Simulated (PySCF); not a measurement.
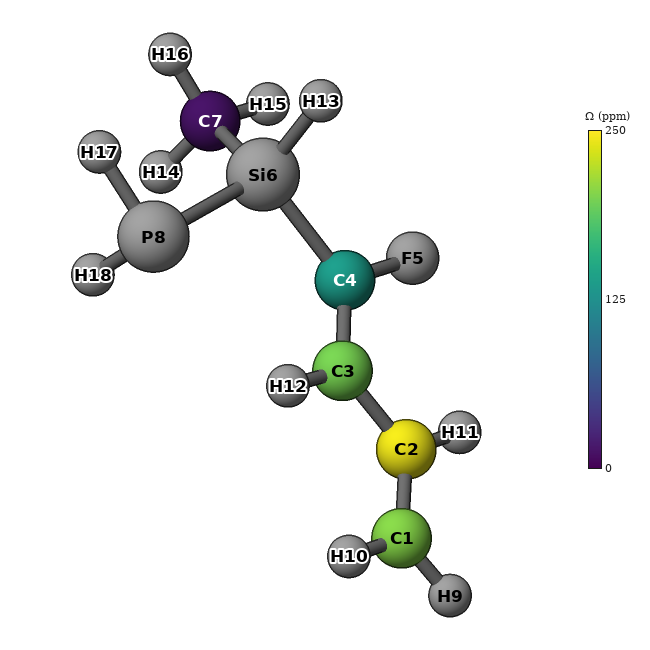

The C atoms are coloured by the span of their shielding tensor. Computed geometry: GFN2-xTB optimisation. No frequency run is at hand to confirm it as a minimum. Method: GIAO PBE0/pcSseg-1 NMR shielding, non-relativistic, gas phase (PySCF 2.14.0). Principal shieldings σ11 ≤ σ22 ≤ σ33, span Ω = σ33 − σ11, skew κ = 3(σiso − σ22)/Ω.

Question: Which C atom has the most anisotropic shielding?

Answer: C2, with a span of 243 ppm.

Give the shielding tensors of the C atoms.

| atom | σ11 | σ22 | σ33 | σiso | Ω | κ |
| --- | --- | --- | --- | --- | --- | --- |
| C1 | −43.7 | 68.4 | 161.1 | 61.9 | 204.9 | −0.09 |
| C2 | −68.7 | 47.6 | 174.7 | 51.2 | 243.3 | 0.04 |
| C3 | −60.1 | 83.2 | 139.0 | 54.0 | 199.1 | −0.44 |
| C4 | −69.3 | 36.8 | 67.5 | 11.7 | 136.8 | −0.55 |
| C7 | 180.2 | 185.5 | 193.2 | 186.3 | 13.0 | 0.18 |

Shieldings and span in ppm.

The geometry is semi-empirical. Around P, Si such bond lengths and angles can be off by a tenth of an ångström or more and by several degrees, and values that hang on the shape move with them.
